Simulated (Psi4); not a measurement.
## CCl4: a line through the functionals

The species is CCl4 (5 atoms), meant as a singlet with charge 0. As SMILES, `ClC(Cl)(Cl)Cl`. The shape is that of a PBE0-D4/def2-TZVP optimisation.

The HOMO–LUMO gap y, in eV, basis def2-SVP; a is the functional's share of exact exchange. Programs: Psi4 1.11.

| functional | program | a | y (eV) |
| --- | --- | --- | --- |
| r2SCAN | Psi4 | 0 | 6.03 |
| TPSS | Psi4 | 0 | 5.81 |
| TPSSh | Psi4 | 0.1 | 6.83 |
| B3LYP | Psi4 | 0.2 | ? |
| PBE0 | Psi4 | 0.25 | 8.20 |
| BHLYP | Psi4 | 0.5 | 10.85 |

Problem. Fit y = c + s·a to the known rows and predict B3LYP.

Solution. 
1. Means of the 5 rows: a = 0.1700, y = 7.544.
2. Σ(Δa)² = 0.178, Σ(Δa·Δy) = 1.7456, so the slope is 1.7456/0.178 = 9.8067.
3. Intercept: 7.544 − (9.8067) × 0.1700 = 5.877. The largest residual of the fit is 0.15.
4. B3LYP: 5.877 + (9.8067) × 0.2 = 7.84 eV.

The run gave 7.67 eV, so the prediction is off by +0.17 eV, about the scatter of the fit. Exact exchange lowers occupied levels and raises empty ones. The rows mix families of semi-local functionals, which the line can't see.

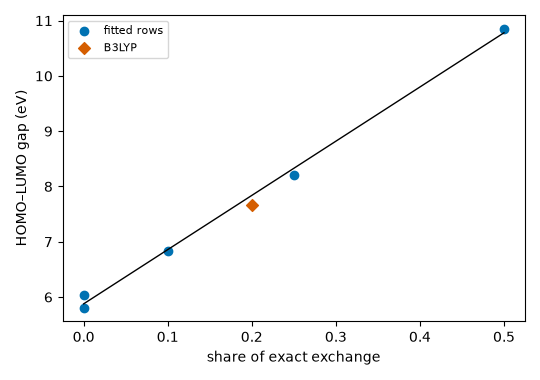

The fitted line, with the withheld row.
